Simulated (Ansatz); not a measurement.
## Electronic structure of NbHg$_{2}$P$_{3}$ in real space

Input

```
crystal:
  lattice:
    - [-1.678935937, 2.4389628372, 7.2827823083]
    - [1.678935937, -2.4389628372, 7.2827823083]
    - [1.678935937, 2.4389628372, -7.2827823083]
  atoms:
    - { symbol: Nb, position: [0.0, 0.0, 0.0] }
    - { symbol: Hg, position: [0.6821640487, 0.6821640487, 0.0] }
    - { symbol: Hg, position: [0.3178359513, 0.3178359513, 0.0] }
    - { symbol: P, position: [0.5, 0.0, 0.5] }
    - { symbol: P, position: [0.1309773202, 0.6309773202, 0.5] }
    - { symbol: P, position: [0.8690226798, 0.3690226798, 0.5] }
kpoints:
  mp_grid: { grid: [8, 8, 8] }
hamiltonian:
  xc: r2scan
  dispersion: rvv10
scf:
  occupations: { method: fermi_dirac, width: 0.03 }
relax:
  f_tol: 0.01
  cell: {}
  max_steps: 120
output:
  write_density: true
  write_potential: true
  elf: true
  volumetric_format: npy
```

Command:

```sh
ansatz run input.yaml --threads 2 --pin off --max-ram 2211MiB --backend cpu --events-out ev --progress --plain --runs-dir out
```

Below, planes, directions and counts refer to the conventional cell (a = 3.56 Å, b = 4.82 Å, c = 14.68 Å, α = 90.00°, β = 90.00°, γ = 90.00°).

The fields are those of the run's last geometry, not of the input's.

Space group Immm; a structure from a database of computed crystals, not necessarily the ambient phase; started from the NaPr2Se3-71 prototype, which need not be the ambient phase.

Computed with DFT, r2SCAN+rVV10, plane waves, PAW (Ansatz).

Core electrons are frozen (PAW), and the valence fields are smoothed inside the atomic spheres.

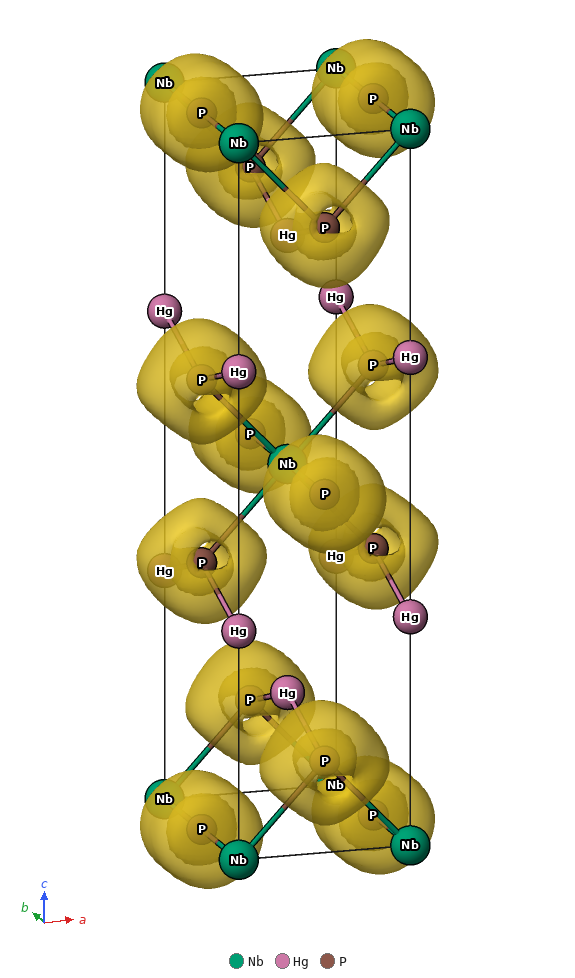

Figure 1. Isosurface of the electron localisation function at 0.7 (yellow), seen slightly off an axis. Only the valence region is drawn (cores and ρ < 0.01 e/Å³ removed). Sticks mark near contacts.

What do the ELF domains correspond to?

At this value the surface marks out six regions wrapped around P (the valence shell of each), counted in one cell of 12 atoms. Regions shared between cells count once. Profiles from the grid: Nb–P (2.41 Å): the ELF peaks at about 0.85 in the valence shell of P, 0.8 Å from its nucleus, and is about 0.45 at the midpoint. Hg–P (2.53 Å): the ELF peaks at about 0.80 in the valence shell of P, 0.8 Å from its nucleus, and drops to about 0.30 between the two atoms.

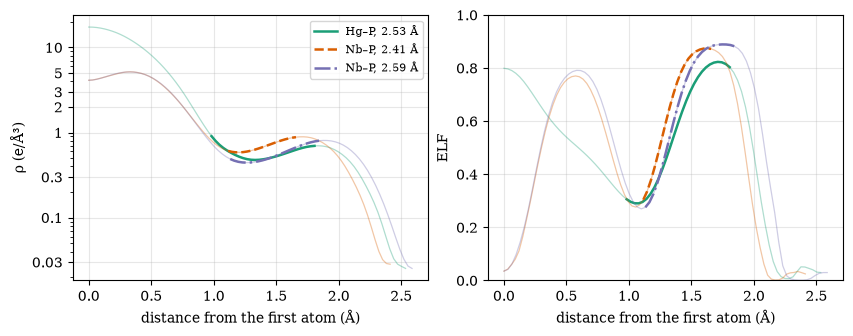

Figure 2. Valence pseudo-density and electron localisation function along straight lines between neighbouring atoms. Thin, pale parts lie inside the atomic spheres.

What can be read from the curves?

Hg–P (2.53 Å): ρ is about 0.49 e/Å³ halfway; the ELF peaks at about 0.80 in the valence shell of P, 0.8 Å from its nucleus, and drops to about 0.30 between the two atoms.
Nb–P (2.41 Å): ρ at the midpoint is about 0.58 e/Å³; the ELF peaks at about 0.85 in the valence shell of P, 0.8 Å from its nucleus, and is about 0.45 at the midpoint.
Nb–P (2.59 Å): ρ at the midpoint is about 0.44 e/Å³; the ELF peaks at about 0.90 in the valence shell of P, 0.8 Å from its nucleus, and is about 0.50 at the midpoint.
